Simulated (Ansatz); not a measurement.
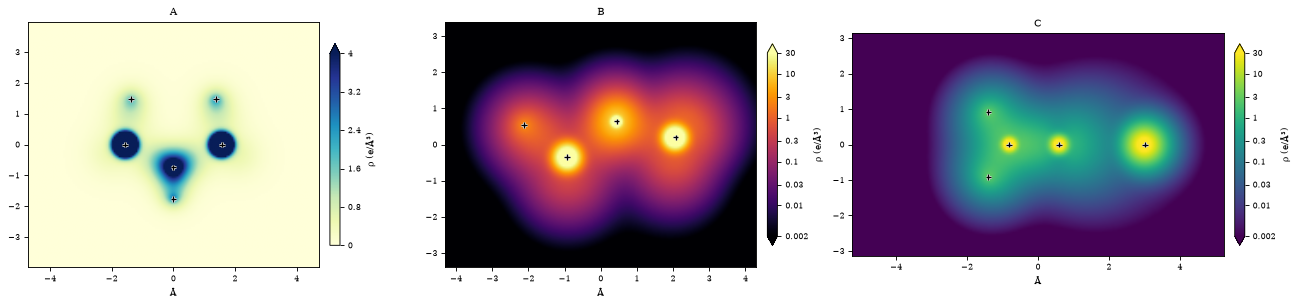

The total electron density of 3 systems, each on a plane through atoms (crosses mark nuclei in the plane).

Computed with isolated molecule in a Gaussian basis; Kohn-Sham density functional theory, functional PBE0 (Ansatz 0.2.0).

System 1: H7NSi2 (SMILES [SiH3]N[SiH3]), the plane of atoms Si3, N1 and H7. Geometry: PBE0-D3(BJ)/def2-SVP.

```yaml
atoms:
  - { symbol: N, position_ang: [-1.7023, 0.1878, -0.3850] }
  - { symbol: Si, position_ang: [-1.1804, -0.2718, -1.9806] }
  - { symbol: Si, position_ang: [-2.4053, -0.7930, 0.8693] }
  - { symbol: H, position_ang: [-1.1699, -1.7626, -2.0344] }
  - { symbol: H, position_ang: [-2.0814, 0.2428, -3.0611] }
  - { symbol: H, position_ang: [0.1915, 0.2529, -2.2665] }
  - { symbol: H, position_ang: [-1.6514, 1.1833, -0.1811] }
  - { symbol: H, position_ang: [-3.8620, -0.5149, 1.0814] }
  - { symbol: H, position_ang: [-2.2435, -2.2194, 0.4636] }
  - { symbol: H, position_ang: [-1.7190, -0.5600, 2.1784] }
```

System 2: H5OPSi (SMILES [SiH3]OP), the plane of atoms O1, Si3 and H4. Geometry: BLYP-D3(BJ)/def2-SVP.

```xyz
8

O     0.0823    1.1376    0.4622
P    -1.4029    1.8893    0.7460
Si    1.2604    0.6547    1.5735
H     2.3777    0.0414    0.7930
H     0.6864   -0.3466    2.5357
H     1.7577    1.8409    2.3505
H    -0.9947    2.9204    1.6907
H    -1.8997    1.0738    1.8461
```

System 3: CH2BNa (SMILES C=[B][Na]), the molecular plane. Geometry: PBE0-D3(BJ)/pcseg-1.

```xyz
5

C    -0.3817    1.3464    0.8123
B    -0.8624    1.8883    2.0164
Na   -1.6911    2.8246    4.0921
H    -1.0365    0.8575    0.0843
H     0.6756    1.3814    0.5320
```

> Match each panel to its system.

Panel A is system 1, H7NSi2: the plane holds N, Si and H. Si–N (1.74 Å): ρ at the midpoint is about 1.1 e/Å³. Panel B is system 2, H5OPSi: the plane holds O, P, Si and H. P–O (1.69 Å): ρ at the midpoint is about 1.2 e/Å³. Panel C is system 3, CH2BNa: the plane holds C, B, Na and H. C–B (1.41 Å): the density is about 1.9 e/Å³ at the midpoint.
